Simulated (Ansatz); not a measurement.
## The perfect Ir wire along [100], 4 atoms a period

What gap, if any, does the Ir wire along [100], 4 atoms a period have, and how many channels would it open?

Program: Ansatz 0.2.0. Level of theory: DFT PBE, plane waves, PAW; relaxation of a wire's period; PAW set soft_1, in the first sound run; inputs show where later runs differ. Results are calculated unless marked as measured.

## (1) Starting point

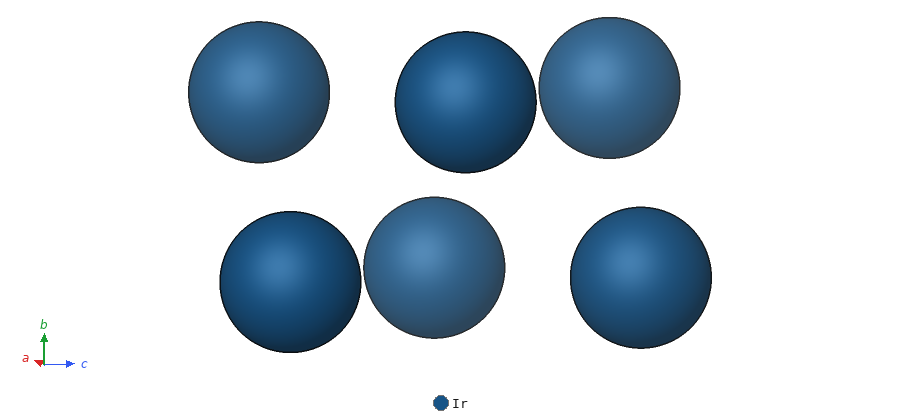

The starting structure, seen from the side, with the c axis across the page (iridium blue). Some periodic images of atoms are drawn too.

The cell holds 4 atoms: 4 Ir. Cell: a = 8.735 Å, b = 8.735 Å, c = 3.870 Å, α = 90.0°, β = 90.0°, γ = 90.0°. Vacuum lies along a and b. The structure's axis is c.

## (2) Relaxing the period

Band widths follow the bond lengths, so the wire is relaxed first. The atoms and the third cell vector are free; the box across stays fixed as vacuum. A Fermi-Dirac smearing is set since the result may be a metal. The pressure printed is a third of the stress's trace over the whole box, vacuum included; only the stress along the axis is relaxed.

Contents of input.yaml:

```yaml
crystal:
  lattice:
    - [8.735, 0.0, 0.0]
    - [0.0, 8.735, 0.0]
    - [0.0, 0.0, 3.87]
  atoms:
    - { symbol: Ir, position: [0.389238695, 0.389238695, 0.0] }
    - { symbol: Ir, position: [0.610761305, 0.610761305, 0.0] }
    - { symbol: Ir, position: [0.389238695, 0.610761305, 0.5] }
    - { symbol: Ir, position: [0.610761305, 0.389238695, 0.5] }
kpoints:
  mp_grid: { grid: [1, 1, 21] }
scf:
  occupations: { method: fermi_dirac, width: 0.05 }
hamiltonian:
  xc: pbe
  pseudopotentials: { kind: paw, azcp: { folder: soft_1 } }
relax:
  cell: { fix: [a, b, alpha, beta, gamma] }
  max_steps: 45
  f_tol: 0.03
```

Started as:

```
ansatz run input.yaml --threads 4 --pin off --max-ram 16384MiB --backend cpu --events-out ev --progress --plain --runs-dir out
```

Numbers of over 12 decimals in the logs are rounded to 6 here.

What it wrote:

```text
Engine: ansatz 0.2.0, aarch64-unknown-linux-gnu
Pseudopotentials: kind: paw
Pseudopotential: Ir, paw, valence charge 17, recommended cutoff 420 eV (normal), soft_1/Ir.paw.azcp
Functional definition: PBE
  parameter kappa = 0.804
  parameter beta = 0.066725
  exchange = pbe_x(kappa = kappa, mu = beta*pi^2/3)
  correlation = pbe_c(beta = beta)
Crystal: 4 atoms, lattice volume = 295.282 Å³
Basis set: ecut = 420 eV, 5797 PW (Γ), exchange–correlation on 120×120×54 points (8 copies of the dense FFT grid, shifted against one another)
Bands: 41, of which v1, the nominal top of the filled ones, is band 34 counted from 1 (33 counted from 0)
Symmetry: 16 space group operations
Space group: P42/mcm (ITA 132), of the structure as read, at distance tolerance 6.7e-5 Å
k-points: 11 of 21
Non-local potential: Ir, projectors of the file, l = 0: 3, l = 1: 2, l = 2: 2, l = 3: 1
PAW form: soft (Blöchl's): semilocal exchange-correlation on the pseudo side does not see the compensation charge
PAW one-centre angular grid: Ir, 590 points (default); XC on 64 Gauss nodes
Initial density: superposition of atomic densities (neutral atoms: chi_scale 0, normalization atom)
Initial wavefunctions: pseudopotential atomic-orbital guess
Functional: x = pbe(κ = 0.804, μ = 0.219515), c = pbe(β = 0.066725)
SCF iter   1: F=—  HF=-47736.751648 eV  |F-HF|=—  |Δ(HF+E_count)|=         —  Δρ=3.33e-2  dr2=8.85e0  ethr=3.10e-3  ⟨swp⟩=6.5  Hψ=1758  notcnv=0
preconditioner: auto → LDOS  [metal: Δε(μ)=0.027 eV  Ē_g=3.859 eV  σ=0.050 eV  W_gap=0.13  n_scr=42 (ndim 8)  ℏωp=13.0 eV  f_vac=0.583  D(μ)=18.03/eV (n_scr^D=168)  β→1.0]
SCF iter   2: F=—  HF=-47736.688836 eV  |F-HF|=—  |Δ(HF+E_count)|=   6.28e-2  Δρ=5.07e-2  dr2=1.30e1  ethr=3.10e-3  ⟨swp⟩=3.0  Hψ=1213  notcnv=0
SCF iter   3: F=—  HF=-47734.630299 eV  |F-HF|=—  |Δ(HF+E_count)|=    2.06e0  Δρ=1.05e-2  dr2=3.82e-1  ethr=3.10e-3  ⟨swp⟩=2.9  Hψ=855  notcnv=0
SCF iter   4: F=—  HF=-47734.589364 eV  |F-HF|=—  |Δ(HF+E_count)|=   4.09e-2  Δρ=5.44e-3  dr2=1.87e-1  ethr=5.62e-4  ⟨swp⟩=2.5  Hψ=818  notcnv=0
SCF iter   5: F=—  HF=-47734.558242 eV  |F-HF|=—  |Δ(HF+E_count)|=   3.11e-2  Δρ=2.04e-3  dr2=1.64e-2  ethr=2.75e-4  ⟨swp⟩=2.3  Hψ=809  notcnv=0
SCF iter   6: F=—  HF=-47734.557159 eV  |F-HF|=—  |Δ(HF+E_count)|=   1.08e-3  Δρ=1.42e-3  dr2=4.57e-3  ethr=2.41e-5  ⟨swp⟩=2.0  Hψ=665  notcnv=0
SCF iter   7: F=—  HF=-47734.556330 eV  |F-HF|=—  |Δ(HF+E_count)|=   8.29e-4  Δρ=2.63e-4  dr2=3.95e-4  ethr=6.73e-6  ⟨swp⟩=2.1  Hψ=611  notcnv=0
SCF iter   8: F=—  HF=-47734.556368 eV  |F-HF|=—  |Δ(HF+E_count)|=   3.85e-5  Δρ=5.87e-5  dr2=1.56e-5  ethr=5.82e-7  ⟨swp⟩=2.0  Hψ=648  notcnv=0
SCF iter   9: F=—  HF=-47734.556108 eV  |F-HF|=—  |Δ(HF+E_count)|=   2.60e-4  Δρ=2.24e-5  dr2=2.30e-6  ethr=2.30e-8  ⟨swp⟩=2.0  Hψ=676  notcnv=0
SCF iter  10: F=—  HF=-47734.556108 eV  |F-HF|=—  |Δ(HF+E_count)|=   1.04e-7  Δρ=6.19e-6  dr2=1.10e-7  ethr=3.38e-9  ⟨swp⟩=2.4  Hψ=644  notcnv=0
SCF iter  11: F=-47734.556108 eV  HF=-47734.556108 eV  |F-HF|=1.23e-8  |Δ(HF+E_count)|=  1.96e-10  Δρ=3.86e-6  dr2=3.18e-8  ethr=1.47e-10  ⟨swp⟩=4.3  Hψ=1515  notcnv=0
SCF 1 converged in 11 iterations: F = -47734.556108 eV  dr2 = 3.18e-8
  greatest PAW one-centre occupation: 1.000 electrons in one spin orbital (limit 2), on the Ir atom at site 3 (counted from 0), in its partial waves of l = 0
relax step   1: F+E_penalty+E_count = -47734.55610821 eV  Δ(F+E_penalty+E_count) = +0.000e0 eV  max|allowed force component| = 2.670e0 eV/Å  Δτ_max = 0.0000 Å  P = -6.102 GPa  Ω = 295.282 Å³  fix = [a, b, alpha, beta, gamma]  reactions: a -5.638, b -5.638 GPa  (11 SCF iters, dr2 threshold 1.00e-7 eV, accepted)
Crystal: 4 atoms, lattice volume = 290.493 Å³
Basis set: ecut = 420 eV, 5661 PW (Γ), exchange–correlation on 120×120×54 points (8 copies of the dense FFT grid, shifted against one another)
Initial density: handed on by an earlier stage of this run
Initial wavefunctions: those handed on with the density
iter 1 solved again at ethr=1.27e-3 eV; its pass at ethr=3.10e-3 eV (dr2=8.62e-1 eV) is discarded
SCF iter   1: F=—  HF=-47736.052253 eV  |F-HF|=—  |Δ(HF+E_count)|=         —  Δρ=2.15e-2  dr2=8.78e-1  ethr=1.27e-3  ⟨swp⟩=1.0  Hψ=2339  notcnv=0
preconditioner: auto → LDOS  [metal: Δε(μ)=0.026 eV  Ē_g=4.578 eV  σ=0.050 eV  W_gap=0.13  n_scr=42 (ndim 8)  ℏωp=13.1 eV  f_vac=0.634  D(μ)=7.06/eV (n_scr^D=42)  β→1.0]
SCF iter   2: F=—  HF=-47736.165526 eV  |F-HF|=—  |Δ(HF+E_count)|=   1.13e-1  Δρ=1.24e-2  dr2=1.51e0  ethr=1.27e-3  ⟨swp⟩=3.0  Hψ=1109  notcnv=0
SCF iter   3: F=—  HF=-47735.850651 eV  |F-HF|=—  |Δ(HF+E_count)|=   3.15e-1  Δρ=3.31e-3  dr2=3.55e-2  ethr=1.27e-3  ⟨swp⟩=2.5  Hψ=868  notcnv=0
SCF iter   4: F=—  HF=-47735.843187 eV  |F-HF|=—  |Δ(HF+E_count)|=   7.46e-3  Δρ=5.53e-4  dr2=5.46e-4  ethr=5.22e-5  ⟨swp⟩=2.0  Hψ=786  notcnv=0
SCF iter   5: F=—  HF=-47735.843320 eV  |F-HF|=—  |Δ(HF+E_count)|=   1.33e-4  Δρ=1.20e-4  dr2=5.00e-5  ethr=8.04e-7  ⟨swp⟩=2.1  Hψ=713  notcnv=0
SCF iter   6: F=—  HF=-47735.843076 eV  |F-HF|=—  |Δ(HF+E_count)|=   2.43e-4  Δρ=2.97e-5  dr2=2.23e-6  ethr=7.35e-8  ⟨swp⟩=2.0  Hψ=666  notcnv=0
SCF iter   7: F=-47735.843078 eV  HF=-47735.843078 eV  |F-HF|=5.06e-8  |Δ(HF+E_count)|=   1.03e-6  Δρ=6.36e-6  dr2=1.52e-7  ethr=5.88e-10  ⟨swp⟩=5.1  Hψ=1798  notcnv=0
SCF 2 converged in 7 iterations: F = -47735.843078 eV  dr2 = 1.52e-7
relax step   2: F+E_penalty+E_count = -47735.84307758 eV  Δ(F+E_penalty+E_count) = -1.287e0 eV  max|allowed force component| = 1.837e0 eV/Å  Δτ_max = 0.1923 Å  P = +2.869 GPa  Ω = 290.493 Å³  energy of the carried Pulay correction = +4.070e-4 eV  fix = [a, b, alpha, beta, gamma]  reactions: a +3.391, b +3.391 GPa  (7 SCF iters, dr2 threshold 4.00e-7 eV, accepted)
Crystal: 4 atoms, lattice volume = 284.615 Å³
Basis set: ecut = 420 eV, 5565 PW (Γ), exchange–correlation on 120×120×54 points (8 copies of the dense FFT grid, shifted against one another)
iter 1 solved again at ethr=5.89e-4 eV; its pass at ethr=3.10e-3 eV (dr2=4.01e-1 eV) is discarded
SCF iter   1: F=—  HF=-47736.013561 eV  |F-HF|=—  |Δ(HF+E_count)|=         —  Δρ=1.40e-2  dr2=4.04e-1  ethr=5.89e-4  ⟨swp⟩=1.3  Hψ=2238  notcnv=0
preconditioner: auto → LDOS  [metal: Δε(μ)=0.030 eV  Ē_g=3.936 eV  σ=0.050 eV  W_gap=0.15  n_scr=42 (ndim 8)  ℏωp=13.2 eV  f_vac=0.608  D(μ)=14.51/eV (n_scr^D=130)  β→1.0]
SCF iter   2: F=—  HF=-47736.181728 eV  |F-HF|=—  |Δ(HF+E_count)|=   1.68e-1  Δρ=1.37e-2  dr2=1.30e0  ethr=5.89e-4  ⟨swp⟩=3.2  Hψ=961  notcnv=0  recentre
SCF iter   3: F=—  HF=-47735.953907 eV  |F-HF|=—  |Δ(HF+E_count)|=   2.28e-1  Δρ=4.03e-3  dr2=2.56e-2  ethr=5.89e-4  ⟨swp⟩=3.0  Hψ=842  notcnv=0
SCF iter   4: F=—  HF=-47735.950096 eV  |F-HF|=—  |Δ(HF+E_count)|=   3.81e-3  Δρ=5.26e-4  dr2=1.23e-3  ethr=3.77e-5  ⟨swp⟩=2.3  Hψ=789  notcnv=0
SCF iter   5: F=—  HF=-47735.949820 eV  |F-HF|=—  |Δ(HF+E_count)|=   2.76e-4  Δρ=1.47e-4  dr2=9.55e-5  ethr=1.81e-6  ⟨swp⟩=2.2  Hψ=651  notcnv=0
SCF iter   6: F=—  HF=-47735.949534 eV  |F-HF|=—  |Δ(HF+E_count)|=   2.86e-4  Δρ=3.93e-5  dr2=5.14e-6  ethr=1.40e-7  ⟨swp⟩=2.0  Hψ=636  notcnv=0
SCF iter   7: F=—  HF=-47735.949537 eV  |F-HF|=—  |Δ(HF+E_count)|=   2.52e-6  Δρ=1.49e-5  dr2=7.76e-7  ethr=7.56e-9  ⟨swp⟩=2.0  Hψ=662  notcnv=0
SCF iter   8: F=-47735.949537 eV  HF=-47735.949537 eV  |F-HF|=2.23e-8  |Δ(HF+E_count)|=   9.58e-8  Δρ=3.74e-6  dr2=4.16e-8  ethr=5.88e-10  ⟨swp⟩=5.0  Hψ=1667  notcnv=0
SCF 3 converged in 8 iterations: F = -47735.949537 eV  dr2 = 4.16e-8
relax step   3: F+E_penalty+E_count = -47735.94953667 eV  Δ(F+E_penalty+E_count) = -1.065e-1 eV  max|allowed force component| = 9.047e-1 eV/Å  Δτ_max = 0.0933 Å  P = -1.724 GPa  Ω = 284.615 Å³  energy of the carried Pulay correction = +9.219e-4 eV  fix = [a, b, alpha, beta, gamma]  reactions: a -1.808, b -1.808 GPa  (8 SCF iters, dr2 threshold 4.00e-7 eV, accepted)
[...]
relax step   4: F+E_penalty+E_count = -47736.04279325 eV  Δ(F+E_penalty+E_count) = -9.326e-2 eV  max|allowed force component| = 1.611e-1 eV/Å  Δτ_max = 0.0291 Å  P = -0.041 GPa  Ω = 283.708 Å³  energy of the carried Pulay correction = +1.003e-3 eV  fix = [a, b, alpha, beta, gamma]  reactions: a -0.288, b -0.288 GPa  (7 SCF iters, dr2 threshold 4.00e-7 eV, accepted)
[...]
relax step   5: F+E_penalty+E_count = -47736.05231175 eV  Δ(F+E_penalty+E_count) = -9.519e-3 eV  max|allowed force component| = 1.403e-1 eV/Å  Δτ_max = 0.0057 Å  P = -0.053 GPa  Ω = 285.628 Å³  energy of the carried Pulay correction = +8.319e-4 eV  fix = [a, b, alpha, beta, gamma]  reactions: a -0.245, b -0.245 GPa  (6 SCF iters, dr2 threshold 4.00e-7 eV, accepted)
[...]
relax step   6: F+E_penalty+E_count = -47736.04556998 eV  Δ(F+E_penalty+E_count) = +6.742e-3 eV  max|allowed force component| = 2.455e-1 eV/Å  Δτ_max = 0.0244 Å  P = +0.120 GPa  Ω = 293.038 Å³  energy of the carried Pulay correction = +1.893e-4 eV  fix = [a, b, alpha, beta, gamma]  (7 SCF iters, dr2 threshold 4.00e-7 eV, rejected (line search))
[...]
relax step   7: F+E_penalty+E_count = -47736.06113719 eV  Δ(F+E_penalty+E_count) = -8.825e-3 eV  max|allowed force component| = 5.467e-3 eV/Å  Δτ_max = 0.0119 Å  P = +0.025 GPa  Ω = 289.139 Å³  energy of the carried Pulay correction = +5.240e-4 eV  fix = [a, b, alpha, beta, gamma]  reactions: a +0.036, b +0.036 GPa  (9 SCF iters, accepted)
Initial wavefunctions: pseudopotential atomic-orbital guess (no wavefunctions were taken with the density)
iter 1 solved again at ethr=1.20e-6 eV; its pass at ethr=3.10e-3 eV (dr2=8.15e-4 eV) is discarded
SCF iter   1: F=—  HF=-47736.060676 eV  |F-HF|=—  |Δ(HF+E_count)|=         —  Δρ=3.81e-5  dr2=7.15e-7  ethr=1.20e-6  ⟨swp⟩=3.1  Hψ=2952  notcnv=0
eigensolver tolerance schedule: the retry pair's looser diagonalisation over-reported the residual by 1138.06 of it (diagonalisation noise at 0.79 of the residual, at the tolerance the schedule requests for it); recorded, not acted on — ethr = c·dr2/N_el stays at c = 1.0e-1
preconditioner: auto → LDOS  [metal: Δε(μ)=0.081 eV  Ē_g=4.180 eV  σ=0.050 eV  W_gap=0.36  n_scr=42 (ndim 8)  ℏωp=13.1 eV  f_vac=0.619  D(μ)=9.08/eV (n_scr^D=78)  β→1.0]
SCF iter   2: F=—  HF=-47736.060359 eV  |F-HF|=—  |Δ(HF+E_count)|=   3.17e-4  Δρ=1.13e-5  dr2=2.86e-7  ethr=1.05e-9  ⟨swp⟩=3.0  Hψ=1044  notcnv=0
SCF iter   3: F=—  HF=-47736.060359 eV  |F-HF|=—  |Δ(HF+E_count)|=   6.72e-8  Δρ=3.61e-6  dr2=6.95e-8  ethr=4.20e-10  ⟨swp⟩=2.5  Hψ=840  notcnv=0
SCF iter   4: F=—  HF=-47736.060359 eV  |F-HF|=—  |Δ(HF+E_count)|=   1.62e-8  Δρ=1.12e-6  dr2=4.01e-9  ethr=1.02e-10  ⟨swp⟩=2.0  Hψ=650  notcnv=0
SCF iter   5: F=—  HF=-47736.060359 eV  |F-HF|=—  |Δ(HF+E_count)|=  5.09e-10  Δρ=3.21e-7  dr2=6.30e-10  ethr=5.90e-12  ⟨swp⟩=2.2  Hψ=681  notcnv=0
SCF iter   6: F=—  HF=-47736.060359 eV  |F-HF|=—  |Δ(HF+E_count)|=  2.18e-11  Δρ=1.06e-7  dr2=7.30e-11  ethr=1.00e-12  ⟨swp⟩=2.2  Hψ=648  notcnv=0
SCF iter   7: F=-47736.060359 eV  HF=-47736.060359 eV  |F-HF|=1.46e-11  |Δ(HF+E_count)|=  7.28e-12  Δρ=2.52e-8  dr2=4.01e-12  ethr=1.00e-12  ⟨swp⟩=4.4  Hψ=1484  notcnv=0
SCF 8 converged in 7 iterations: F = -47736.060359 eV  dr2 = 4.01e-12
relax step   8: F+E_penalty+E_count = -47736.06035919 eV  Δ(F+E_penalty+E_count) = +7.780e-4 eV  max|allowed force component| = 5.678e-3 eV/Å  Δτ_max = 0.0000 Å  P = +0.029 GPa  Ω = 289.139 Å³  fix = [a, b, alpha, beta, gamma]  reactions: a +0.039, b +0.039 GPa  stress off target by 1.08e-2 GPa on what of the cell is left free  SCF on the basis re-selected at this cell (its energy is not comparable with the rows above)  (7 SCF iters)
basis re-selected at this cell: Δ(F+E_penalty+E_count) = +7.780e-4 eV, ΔP = +0.004 GPa vs the last step (what re-selecting the basis moved, of the pressure what is left beyond the Pulay correction that the steps carried, after the strain that the cell walked since its last selection, with what the two solves' SCF thresholds leave and, on support functions, any second-order correction that the steps lacked; it is no m [...]
SCF converged after 7 iterations
Free energy (F): -47736.060359 eV
Harris-Foulkes:  -47736.060359 eV  (|F-HF|=1.46e-11)
Internal energy: -47735.981627 eV  (E = F + TS)
E sigma→0 (E₀):  -47736.020993 eV
Entropy (-TS):   -0.078732 eV (-19.683 meV/atom)
Fermi energy:    1.434371 eV
--- Per-component energies (eV) ---
  E_band       = -1920.825989
  E_kinetic    = 2160.038054
  E_local      = -23540.163766  (includes V_loc(G=0)·N_el)
  E_nonlocal   = 767.848432
  E_hartree    = 10415.646849
  E_xc         = -910.234666
  E_vxc        = -1011.434075  (∫ρ·V_xc dr)
  E_paw        = -37064.505234  (= ΣΔE_a)
  E_vpaw       = -1128.409473  (= ΣTr[D̂ρ^β])
  E_aug_tail   = 0.001467  (compensation charges beyond the density's cutoff)
  E_ewald      = 435.387238
  E_smearing   = -0.078732  (= −TS)
  E_closure    = 0.000000  (closes the sum)
  Σ components = -47736.060359   (vs F -47736.060359, Δ=0.00e0)
--- Forces (eV/Å), atoms counted from 1 ---
  atom   1  Ir    -0.00567769    -0.00567769     0.00000000
  atom   2  Ir     0.00567769     0.00567769     0.00000000
  atom   3  Ir    -0.00567769     0.00567769     0.00000000
  atom   4  Ir     0.00567769    -0.00567769     0.00000000
  max |Σ_I F_I| component: 4.34e-18 eV/Å
--- Stress (GPa, compression-positive) ---
        0.038514       0.000000       0.000000
        0.000000       0.038514       0.000000
        0.000000       0.000000       0.010819
  P = ⅓ Tr σ = 0.0293 GPa (0.293 kbar)
--- Relaxed structure (7 steps of the walk, 6 accepted, 1 SCFs on fresh bases) ---
  F+E_penalty+E_count = -47736.06035919 eV   max|allowed force component| = 5.678e-3 eV/Å   (the final SCF, on the basis selected at the relaxed cell)
  cell:  # Å, volume = 289.1389 Å³
    - [8.735, 0.0, 0.0]
    - [0.0, 8.735, 0.0]
    - [0.0, 0.0, 3.789490]
  atoms:
    - { symbol: Ir, position: [0.401032, 0.401032, 0.0] }
    - { symbol: Ir, position: [0.598968, 0.598968, 0.0] }
    - { symbol: Ir, position: [0.401032, 0.598968, 0.5] }
    - { symbol: Ir, position: [0.598968, 0.401032, 0.5] }
```

Elapsed: 15 s, on 4 threads of Arm Neoverse V1, shared host; peak memory 0.63 GiB.

(Part 1 of 2 ends here.)

[Logs are printed without paths, hosts, clocks, repeated set-up lines and the standing remarks that a program may print on its own settings, such as how far it seeks lower states.]

[Hosts, paths, dates, database ids (printed as entryN), source tags and the programs' standing remarks are cut or masked in the printed files.]
